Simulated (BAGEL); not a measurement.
# C4H12Si (tetramethylsilane): a chain of runs

We compute a single-point energy (HF/cc-pVDZ), then a single-point energy (NEVPT2(2,2)/cc-pVDZ) of C4H12Si (tetramethylsilane). 

The calculation is run with BAGEL 1.2.2.

## Step 1: The structure to begin with

The species is C4H12Si (17 atoms), meant as a singlet with charge 0. SMILES: `C[Si](C)(C)C`. Geometry: relaxed at PBE0-D4/def2-TZVP.

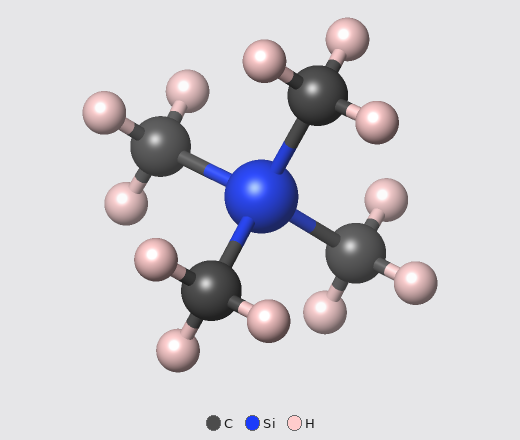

Viewed from a chosen angle; carbon dark grey, silicon blue, hydrogen pink.

## Step 2: A single-point energy at HF/cc-pVDZ (density fitting with svp-jkfit) (run 1)

calc.json

```json
{ "bagel" : [

{
  "title" : "molecule",
  "basis" : "cc-pvdz.json",
  "df_basis" : "svp-jkfit",
  "geometry" : [
    { "atom" : "C", "xyz" : [ -0.69785507,  1.62268137, -3.07326727 ] },
    { "atom" : "Si", "xyz" : [ -0.00011149,  0.00006803,  0.00012661 ] },
    { "atom" : "C", "xyz" : [  3.06479751,  1.21062659,  1.30645649 ] },
    { "atom" : "C", "xyz" : [  0.24339861, -3.49513162, -0.53821857 ] },
    { "atom" : "C", "xyz" : [ -2.61050357,  0.66190681,  2.30523344 ] },
    { "atom" : "H", "xyz" : [ -0.84939221,  3.66783747, -2.81991168 ] },
    { "atom" : "H", "xyz" : [ -2.47850620,  0.95541907, -3.88189997 ] },
    { "atom" : "H", "xyz" : [  0.79370576,  1.26935927, -4.45902233 ] },
    { "atom" : "H", "xyz" : [  3.52566392,  0.29350470,  3.09988217 ] },
    { "atom" : "H", "xyz" : [  2.97904174,  3.24720333,  1.64526548 ] },
    { "atom" : "H", "xyz" : [  4.62523886,  0.85562264, -0.00076156 ] },
    { "atom" : "H", "xyz" : [  0.64874487, -4.49509909,  1.22402663 ] },
    { "atom" : "H", "xyz" : [  1.75398710, -3.94062699, -1.87602561 ] },
    { "atom" : "H", "xyz" : [ -1.51869541, -4.25693691, -1.30274506 ] },
    { "atom" : "H", "xyz" : [ -4.42541544, -0.02429054,  1.59456413 ] },
    { "atom" : "H", "xyz" : [ -2.25580198, -0.26124330,  4.11955949 ] },
    { "atom" : "H", "xyz" : [ -2.79881478,  2.68933728,  2.65728941 ] }
  ]
},
{
  "title" : "hf",
  "charge" : 0
},
{
  "title" : "print",
  "file" : "orbitals.molden",
  "orbitals" : true
}

]}
```

The basis set cc-pVDZ is read from a file made from the Basis Set Exchange's data (not shown).

Run with:

```bash
$ BAGEL_NUM_THREADS=1 BAGEL calc.json > calc.out
```

Output:

```text
* using 1 threads per process

  ===============================================================
  ===============================================================

  *** Geometry ***

  { "atom" : "C", "xyz" : [     -0.697855,      1.622681,     -3.073267 ] },
  { "atom" : "Si", "xyz" : [     -0.000111,      0.000068,      0.000127 ] },
  { "atom" : "C", "xyz" : [      3.064798,      1.210627,      1.306456 ] },
  { "atom" : "C", "xyz" : [      0.243399,     -3.495132,     -0.538219 ] },
  { "atom" : "C", "xyz" : [     -2.610504,      0.661907,      2.305233 ] },
  { "atom" : "H", "xyz" : [     -0.849392,      3.667837,     -2.819912 ] },
  { "atom" : "H", "xyz" : [     -2.478506,      0.955419,     -3.881900 ] },
  { "atom" : "H", "xyz" : [      0.793706,      1.269359,     -4.459022 ] },
  { "atom" : "H", "xyz" : [      3.525664,      0.293505,      3.099882 ] },
  { "atom" : "H", "xyz" : [      2.979042,      3.247203,      1.645265 ] },
  { "atom" : "H", "xyz" : [      4.625239,      0.855623,     -0.000762 ] },
  { "atom" : "H", "xyz" : [      0.648745,     -4.495099,      1.224027 ] },
  { "atom" : "H", "xyz" : [      1.753987,     -3.940627,     -1.876026 ] },
  { "atom" : "H", "xyz" : [     -1.518695,     -4.256937,     -1.302745 ] },
  { "atom" : "H", "xyz" : [     -4.425415,     -0.024291,      1.594564 ] },
  { "atom" : "H", "xyz" : [     -2.255802,     -0.261243,      4.119559 ] },
  { "atom" : "H", "xyz" : [     -2.798815,      2.689337,      2.657289 ] },

  Number of auxiliary basis functions:      644

  Since a DF basis is specified, we compute 2- and 3-index integrals:
    o Being stored without compression. Storage requirement is 0.093 GB

  Number of basis functions:      134
  Number of electrons      :       50

    * METHOD: MOLECULE                             0.60

  *** RHF ***

  === Nuclear Repulsion ===
   246.3957351704

      * DIIS with orbital gradients will be used.

  === RHF iteration (cc-pvdz.json) ===
      0       -447.12622748          0.01383555           0.19
      1       -447.39024527          0.00570506           0.19
      2       -447.43344805          0.00127225           0.19
      3       -447.43607886          0.00011210           0.19
      4       -447.43610258          0.00003318           0.19
      5       -447.43610463          0.00000580           0.19
      6       -447.43610469          0.00000098           0.19
      7       -447.43610469          0.00000017           0.19
      8       -447.43610469          0.00000004           0.18
      9       -447.43610469          0.00000001           0.18
     10       -447.43610469          0.00000000           0.18
    * SCF iteration converged.

    * Permanent dipole moment:
           (    0.000068,    -0.000039,    -0.000059) a.u.

    * METHOD: HF                                   2.48

    * METHOD: PRINT                                0.05

  ===============================================================
```

Run time: 3.3 s. Hardware: 1 thread of Arm Neoverse V1, shared host; peak memory 0.27 GiB.

## Step 3: A single-point energy at NEVPT2(2,2)/cc-pVDZ (density fitting with svp-jkfit) (run 2)

nevpt2.json

```json
{ "bagel" : [

{
  "title" : "molecule",
  "basis" : "cc-pvdz.json",
  "df_basis" : "svp-jkfit",
  "geometry" : [
    { "atom" : "C", "xyz" : [ -0.69785507,  1.62268137, -3.07326727 ] },
    { "atom" : "Si", "xyz" : [ -0.00011149,  0.00006803,  0.00012661 ] },
    { "atom" : "C", "xyz" : [  3.06479751,  1.21062659,  1.30645649 ] },
    { "atom" : "C", "xyz" : [  0.24339861, -3.49513162, -0.53821857 ] },
    { "atom" : "C", "xyz" : [ -2.61050357,  0.66190681,  2.30523344 ] },
    { "atom" : "H", "xyz" : [ -0.84939221,  3.66783747, -2.81991168 ] },
    { "atom" : "H", "xyz" : [ -2.47850620,  0.95541907, -3.88189997 ] },
    { "atom" : "H", "xyz" : [  0.79370576,  1.26935927, -4.45902233 ] },
    { "atom" : "H", "xyz" : [  3.52566392,  0.29350470,  3.09988217 ] },
    { "atom" : "H", "xyz" : [  2.97904174,  3.24720333,  1.64526548 ] },
    { "atom" : "H", "xyz" : [  4.62523886,  0.85562264, -0.00076156 ] },
    { "atom" : "H", "xyz" : [  0.64874487, -4.49509909,  1.22402663 ] },
    { "atom" : "H", "xyz" : [  1.75398710, -3.94062699, -1.87602561 ] },
    { "atom" : "H", "xyz" : [ -1.51869541, -4.25693691, -1.30274506 ] },
    { "atom" : "H", "xyz" : [ -4.42541544, -0.02429054,  1.59456413 ] },
    { "atom" : "H", "xyz" : [ -2.25580198, -0.26124330,  4.11955949 ] },
    { "atom" : "H", "xyz" : [ -2.79881478,  2.68933728,  2.65728941 ] }
  ]
},
{
  "title" : "hf"
},
{
  "title" : "casscf",
  "nstate" : 1,
  "nact" : 2,
  "nclosed" : 24,
  "active" : [13, 30],
  "maxiter" : 200,
  "natocc" : true
},
{
  "title" : "nevpt2",
  "nstate" : 1,
  "nact" : 2,
  "nclosed" : 24,
  "active" : [13, 30],
  "maxiter" : 200,
  "natocc" : true,
  "ncore" : 9
},
{
  "title" : "print",
  "file" : "orbitals.molden",
  "orbitals" : true
}

]}
```

The basis set cc-pVDZ is read from a file made from the Basis Set Exchange's data (not shown).

Run with:

```bash
$ BAGEL_NUM_THREADS=1 BAGEL nevpt2.json > nevpt2.out
```

Output:

```text
* using 1 threads per process

  ===============================================================
  ===============================================================

  *** Geometry ***

  { "atom" : "C", "xyz" : [     -0.697855,      1.622681,     -3.073267 ] },
  { "atom" : "Si", "xyz" : [     -0.000111,      0.000068,      0.000127 ] },
  { "atom" : "C", "xyz" : [      3.064798,      1.210627,      1.306456 ] },
  { "atom" : "C", "xyz" : [      0.243399,     -3.495132,     -0.538219 ] },
  { "atom" : "C", "xyz" : [     -2.610504,      0.661907,      2.305233 ] },
  { "atom" : "H", "xyz" : [     -0.849392,      3.667837,     -2.819912 ] },
  { "atom" : "H", "xyz" : [     -2.478506,      0.955419,     -3.881900 ] },
  { "atom" : "H", "xyz" : [      0.793706,      1.269359,     -4.459022 ] },
  { "atom" : "H", "xyz" : [      3.525664,      0.293505,      3.099882 ] },
  { "atom" : "H", "xyz" : [      2.979042,      3.247203,      1.645265 ] },
  { "atom" : "H", "xyz" : [      4.625239,      0.855623,     -0.000762 ] },
  { "atom" : "H", "xyz" : [      0.648745,     -4.495099,      1.224027 ] },
  { "atom" : "H", "xyz" : [      1.753987,     -3.940627,     -1.876026 ] },
  { "atom" : "H", "xyz" : [     -1.518695,     -4.256937,     -1.302745 ] },
  { "atom" : "H", "xyz" : [     -4.425415,     -0.024291,      1.594564 ] },
  { "atom" : "H", "xyz" : [     -2.255802,     -0.261243,      4.119559 ] },
  { "atom" : "H", "xyz" : [     -2.798815,      2.689337,      2.657289 ] },

  Number of auxiliary basis functions:      644

  Since a DF basis is specified, we compute 2- and 3-index integrals:
    o Being stored without compression. Storage requirement is 0.093 GB

  Number of basis functions:      134
  Number of electrons      :       50

    * METHOD: MOLECULE                             0.61

  *** RHF ***

  === Nuclear Repulsion ===
   246.3957351704

      * DIIS with orbital gradients will be used.

  === RHF iteration (cc-pvdz.json) ===
      0       -447.12622748          0.01383555           0.19
      1       -447.39024527          0.00570506           0.19
      2       -447.43344805          0.00127225           0.19
      3       -447.43607886          0.00011210           0.19
      4       -447.43610258          0.00003318           0.19
      5       -447.43610463          0.00000580           0.19
      6       -447.43610469          0.00000098           0.19
      7       -447.43610469          0.00000017           0.19
      8       -447.43610469          0.00000004           0.19
      9       -447.43610469          0.00000001           0.19
     10       -447.43610469          0.00000000           0.19
    * SCF iteration converged.

    * Permanent dipole moment:
           (    0.000068,    -0.000039,    -0.000059) a.u.

    * METHOD: HF                                   2.49

  ---------------------------
      CASSCF calculation
  ---------------------------

    ==== Active orbitals : =====
         Orbital 13
         Orbital 30
    ============================

    * nstate   :      1
    * nclosed  :     24
    * nact     :      2
    * nvirt    :    108
  === CASSCF iteration (cc-pvdz.json) ===

    * Using the second-order algorithm

      0  0      -447.43612121     3.13e-06      0.05

      1  0      -447.43620869     1.35e-05      0.66

      2  0      -447.43642268     3.42e-05      0.76

      3  0      -447.43891329     2.15e-04      0.84

      4  0      -447.44437698     3.05e-04      1.21

      5  0      -447.45020899     6.34e-04      1.08

      6  0      -447.45121635     7.17e-05      1.17

      7  0      -447.45123007     1.24e-05      1.14

      8  0      -447.45123032     2.67e-06      1.14

      9  0      -447.45123033     6.43e-07      1.14

     10  0      -447.45123033     1.61e-07      1.22

     11  0      -447.45123033     4.04e-08      1.08

     12  0      -447.45123033     1.01e-08      1.04

     13  0      -447.45123033     2.54e-09      0.90

    * Second-order optimization converged. *

     guess   0:   closed 1.                   open ..

  === FCI iteration ===

      0  0      -447.43592874     8.20e-02      0.00
      1  0      -447.45122816     7.44e-04      0.00
      2  0 *    -447.45123033     1.16e-15      0.00

     * ci vector, state   0, <S^2> = 0.0000
       2.     0.9956723378
       .2    -0.0929332866

    * METHOD: CASSCF                              13.89

    * freezing 9 orbitals

  === DF-NEVPT2 calculation ===

    * 3-index integral transformation done
    * assembly done

      NEVPT2 correlation energy:   -0.6741530934      0.78

          (+0)     -0.6193721398
          (+0)'    -0.0152844406
          (+1)     -0.0036401621
          (+1)'    -0.0000000000
          (+2)     -0.0002111492
          (-1)     -0.0262903335
          (-1)'     0.0000000000
          (-2)     -0.0093548682

      NEVPT2 total energy:       -448.1253834210

    * METHOD: NEVPT2                               1.16

    * METHOD: PRINT                                0.05

  ===============================================================
```

Wall time 19 s (1 thread of Arm Neoverse V1, shared host); peak memory 0.27 GiB.

## Step 4: Outcome

| quantity | value |
| --- | --- |
| run 1, HF/cc-pVDZ: total energy | -447.43610 Eh |
| run 1, HF/cc-pVDZ: dipole moment | 0.00 D |
| run 1, HF/cc-pVDZ: HOMO energy | -11.43 eV |
| run 1, HF/cc-pVDZ: LUMO energy | 4.33 eV |
| run 1, HF/cc-pVDZ: HOMO–LUMO gap | 15.76 eV |
| run 2, NEVPT2(2,2)/cc-pVDZ: total energy | -448.12538 Eh |
